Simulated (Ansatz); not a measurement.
```xyz
5

O     0.5583   -1.0813    0.2832
Si   -1.0186   -1.4976    0.2305
In    1.5926    0.6618    0.0013
H    -1.6558   -0.1223   -0.1230
H     0.5236    2.0394   -0.3920
```

Core potentials replace the inner electrons of In.

Computed with UKS BHLYP/def2-SVP (Ansatz 0.2.0).

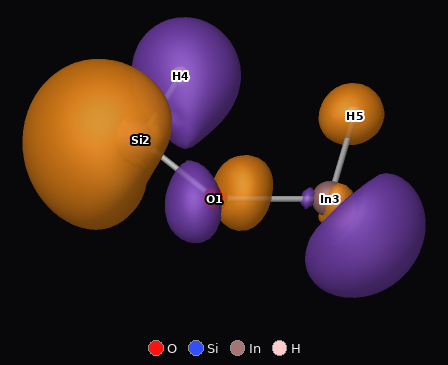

H2InOSi (doublet). One frontier orbital at ±0.1 Å⁻³ᐟ² (orange and purple are the two phases), seen at a tilt.

Which orbital is it: HOMO (α) or LUMO (α)?

The HOMO (α), at −6.50 eV. Its weight (Hirshfeld) is mainly on Si2 (about 55 %), In3 (about 20 %), H4 (about 15 %) and O1 (about 10 %); it is symmetric in the molecular plane (an in-plane orbital: σ, lone-pair or in-plane π type).
